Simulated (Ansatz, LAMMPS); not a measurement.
# Amorphous polythiophene with methane (capped chains of 7 units) at 380 K (258 atoms): a single point, part 2 of 2

What does DFT give for amorphous polythiophene with methane (capped chains of 7 units) at 380 K (258 atoms) as built?

Ansatz 0.2.0; Kohn-Sham DFT, r2SCAN+D4, PAW (set soft_2), plane waves.

The cell: 126 C, 28 S and 104 H. The network of contacts between molecules at the start is that of the classical potential that made the cell. The density was typed from a rule of thumb and may lie off the real one at this temperature. Sampling is at Γ alone, for a cell whose shortest periodic width is 15 Å.

So far. Step 3 (Plane-wave single point): Between -21 and -18 eV lie 56 more states.

**3. Plane-wave single point (continued)**

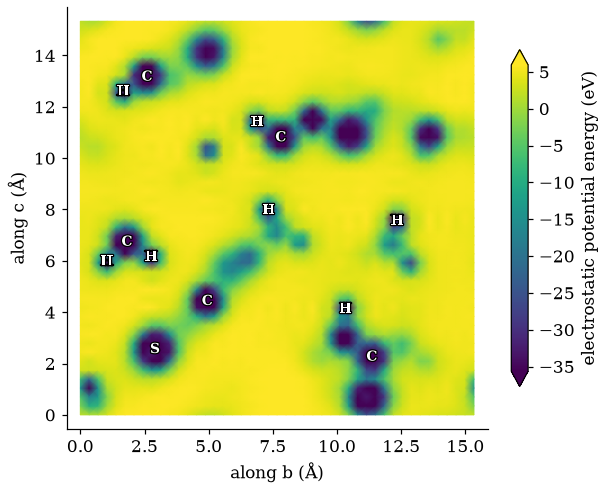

Electrostatic potential energy in the bc plane at fractional x = 0.040, with atoms of C and H and S within 0.2 Å of it. With pseudopotentials it is smooth inside the atoms' cores, unlike the true potential. The map starts off the cell's origin, so that atoms lie inside it.

Mean intrinsic-atomic-orbital charges: C -0.23, H +0.19, S +0.35 e. The largest share in the top eV of filled states is C p (94 % of the projected weight), and in the lowest eV of empty states C p (77 % of the projected weight).

**4. Distances and neighbours**

These statistics describe the geometry on which the runs were made.

Density 1.16 g/cm³, 13.97 Å³ an atom.

g(r), total and by pair (bins of 0.2 Å):

| r (Å) | total | C-C | C-H | C-S | H-H | H-S | S-S |
| --- | --- | --- | --- | --- | --- | --- | --- |
| 1.00 | 2.33 | 0.00 | 5.90 | 0.00 | 0.00 | 0.00 | 0.00 |
| 1.20 | 1.46 | 0.00 | 3.71 | 0.00 | 0.00 | 0.00 | 0.00 |
| 1.40 | 2.51 | 10.50 | 0.00 | 0.00 | 0.00 | 0.00 | 0.00 |
| 1.60 | 0.30 | 0.16 | 0.00 | 1.45 | 0.68 | 0.00 | 0.00 |
| 1.80 | 1.31 | 0.00 | 0.00 | 6.15 | 4.08 | 0.00 | 0.00 |
| 2.00 | 0.21 | 0.00 | 0.37 | 0.00 | 0.41 | 0.00 | 0.00 |
| 2.20 | 1.27 | 0.53 | 2.67 | 0.00 | 0.55 | 0.00 | 0.00 |
| 2.40 | 0.89 | 2.63 | 0.12 | 0.33 | 1.09 | 0.00 | 0.00 |
| 2.60 | 0.91 | 1.14 | 0.14 | 3.63 | 1.17 | 0.07 | 0.00 |
| 2.80 | 0.93 | 0.02 | 1.01 | 2.48 | 1.05 | 1.05 | 0.00 |
| 3.00 | 0.59 | 0.10 | 0.75 | 0.13 | 0.73 | 1.52 | 0.40 |
| 3.20 | 0.68 | 0.09 | 0.82 | 0.72 | 0.91 | 1.16 | 1.06 |
| 3.40 | 0.80 | 0.11 | 1.10 | 0.32 | 1.15 | 1.03 | 2.57 |
| 3.60 | 0.85 | 0.60 | 0.62 | 0.47 | 1.00 | 2.89 | 0.00 |
| 3.80 | 1.01 | 1.68 | 0.73 | 0.64 | 0.94 | 0.92 | 1.47 |
| 4.00 | 0.89 | 0.76 | 0.94 | 0.98 | 0.96 | 0.77 | 0.70 |
| 4.20 | 1.04 | 0.78 | 1.24 | 1.06 | 1.00 | 0.78 | 1.61 |
| 4.40 | 1.00 | 0.75 | 1.19 | 0.67 | 1.02 | 1.07 | 1.53 |
| 4.60 | 1.18 | 1.00 | 1.35 | 1.13 | 1.12 | 1.17 | 0.34 |
| 4.80 | 1.10 | 1.27 | 1.12 | 1.25 | 0.88 | 0.95 | 0.31 |
| 5.00 | 1.14 | 1.18 | 1.12 | 1.33 | 1.21 | 0.75 | 0.88 |
| 5.20 | 1.06 | 1.18 | 1.04 | 1.12 | 1.00 | 0.91 | 0.95 |
| 5.40 | 1.02 | 1.08 | 1.00 | 0.77 | 1.03 | 1.17 | 1.12 |
| 5.60 | 1.00 | 0.99 | 1.05 | 0.88 | 0.98 | 1.05 | 0.70 |
| 5.80 | 1.02 | 1.09 | 1.07 | 0.87 | 0.97 | 1.00 | 0.76 |
| 6.00 | 1.02 | 1.25 | 0.96 | 0.96 | 0.99 | 0.91 | 0.61 |
| 6.20 | 1.02 | 1.31 | 0.88 | 1.02 | 0.83 | 1.06 | 1.43 |
| 6.40 | 0.96 | 0.97 | 0.97 | 1.10 | 0.87 | 0.86 | 1.25 |

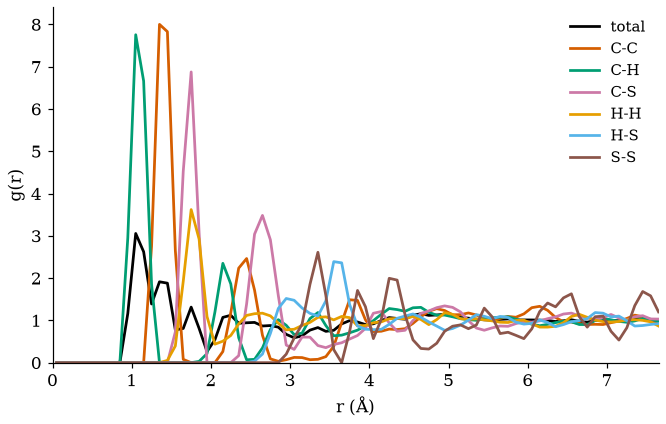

Pair distribution functions, lightly smoothed.

Bonds by pair of elements; cutoffs follow the first minimum of g(r), held within bounds set by covalent radii, and pairs that aren't listed don't count as bonded:

| pair A-B | cutoff (Å) | bonds | mean length (Å) | spread (Å) | shortest (Å) | B about A | A about B |
| --- | --- | --- | --- | --- | --- | --- | --- |
| C-C | 1.85 | 116 | 1.41 | 0.041 | 1.33 | 1.84 | 1.84 |
| C-H | 1.34 | 104 | 1.09 | 0.032 | 1.01 | 0.825 | 1 |
| C-S | 2.17 | 56 | 1.73 | 0.033 | 1.65 | 0.444 | 2 |

How many atoms have how many bonded neighbours:

| element | mean | 1 | 2 | 3 | 4 |
| --- | --- | --- | --- | --- | --- |
| C | 3.11 | 0 | 0 | 112 | 14 |
| H | 1 | 104 | 0 | 0 | 0 |
| S | 2 | 0 | 28 | 0 | 0 |

Bond angles (no mean is given where the spread exceeds 20°):

| angle | count | mean (°) | spread (°) |
| --- | --- | --- | --- |
| C-C-H | 136 | 121 | 6.3 |
| C-C-C | 112 | 120 | 7.9 |
| C-C-S | 112 | 116 | 5.7 |
| H-C-H | 60 | 109 | 6.1 |
| C-S-C | 28 | 91.7 | 2.2 |

Bond length by coordination (bonds to H left out):

| element | coordination | atoms | mean bond length (Å) |
| --- | --- | --- | --- |
| C | 3 | 112 | 1.47 |
| C | 4 | 8 | 1.47 |

Rings of the network by King's shortest-path rule, up to 12 atoms, one path for each pair of neighbours; H, halogens, alkali and alkaline-earth atoms are left out, and the last column divides by all other atoms, bonded or not:

| ring size (atoms) | rings | per network atom |
| --- | --- | --- |
| 5 | 28 | 0.182 |

By these cutoffs 89 % of C atoms have 3, all H atoms have 1 and all S atoms have 2 bonded neighbours. The C-C-H angle averages 121° with a spread of 6°. All rings counted have 5 atoms.

The surroundings of S177, one of the 28 S atoms, nearest first, numbered as they follow in the input and with coordinates relative to it.

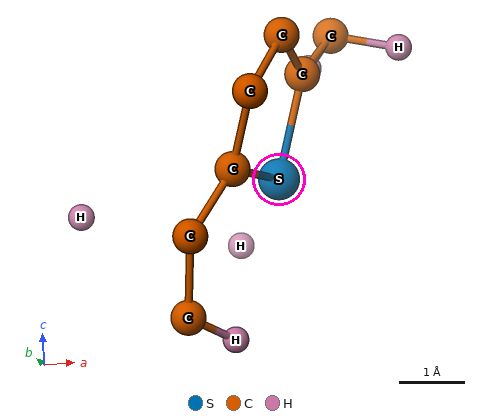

The atoms of the table, within 3.2 Å (arrows a, b, c point along x, y, z); some may hide others; the central atom is ringed.

| atom | x | y | z | distance (Å) | bonds | intrinsic-atomic-orbital charge (e) | Fx | Fy | Fz (eV/Å) |
| --- | --- | --- | --- | --- | --- | --- | --- | --- | --- |
| S177 | 0.00 | 0.00 | 0.00 | 0.00 | 2 | 0.35 | -1.05 | -0.65 | -0.59 |
| C173 | 0.44 | 0.14 | 1.61 | 1.68 | 3 | -0.14 | -1.88 | -1.31 | 0.87 |
| C176 | -0.92 | -1.45 | 0.37 | 1.76 | 3 | -0.14 | 1.56 | -0.60 | 1.00 |
| C174 | 0.00 | -0.91 | 2.37 | 2.53 | 3 | -0.21 | 0.55 | -0.52 | 1.73 |
| C175 | -0.67 | -1.93 | 1.63 | 2.61 | 3 | -0.22 | -0.51 | 1.22 | 1.22 |
| C172 | 1.07 | 1.32 | 2.05 | 2.67 | 4 | -0.52 | 2.38 | 1.23 | 1.32 |
| C178 | -1.70 | -2.04 | -0.59 | 2.72 | 3 | -0.15 | -1.25 | -0.89 | -2.37 |
| H214 | -0.91 | -1.07 | -2.36 | 2.74 | 1 | 0.17 | -0.46 | 0.16 | 0.36 |
| H210 | 0.82 | 2.20 | 1.45 | 2.76 | 1 | 0.18 | -0.09 | 0.18 | 0.40 |
| H209 | 2.10 | 1.06 | 1.85 | 2.99 | 1 | 0.20 | 1.07 | 0.73 | -0.19 |
| C179 | -1.72 | -1.64 | -1.91 | 3.05 | 3 | -0.19 | 0.51 | 0.75 | -0.76 |
| H103 | -0.25 | 2.81 | -1.34 | 3.12 | 1 | 0.20 | 0.80 | -1.11 | -0.35 |
| H171 | -3.00 | 0.92 | -0.55 | 3.19 | 1 | 0.20 | -0.47 | -0.26 | -0.25 |

The column of bonds counts only the pairs C-C within 1.85 Å, C-H within 1.34 Å, C-S within 2.17 Å; other neighbours, such as metal atoms beside each other in a compound, aren't counted, and periodic images can show an atom twice.

**5. Summary of results**

| Quantity | Value |
| --- | --- |
| free energy per atom | -227.5945 eV/atom |
| pressure | 0.4758 GPa |
| r.m.s. force component | 0.9939 eV/Å |
| gap (highest filled to lowest empty level) | 1.502 eV |
| wall time of the 1 DFT run | 2 min |

In words: Filled and empty levels are parted by 1.50 eV (at Γ alone); a semilocal functional tends to put such gaps too low. It is the spacing of short capped chains, not of the long polymer. In a disordered cell it changes from sample to sample, and tail or defect levels can set it. With the cutoffs above, 89 % of C atoms have 3, all H atoms have 1 and all S atoms have 2 bonded neighbours.

What to keep in mind: The force components of 0.99 eV/Å r.m.s. come partly from thermal motion and partly from the difference between the classical potential and DFT, above all in bond lengths inside molecules. The pressure of a single frame lacks the kinetic term.

[Hosts, paths, dates, database ids (printed as entryN), source tags and the programs' standing remarks are cut or masked in the printed files.]
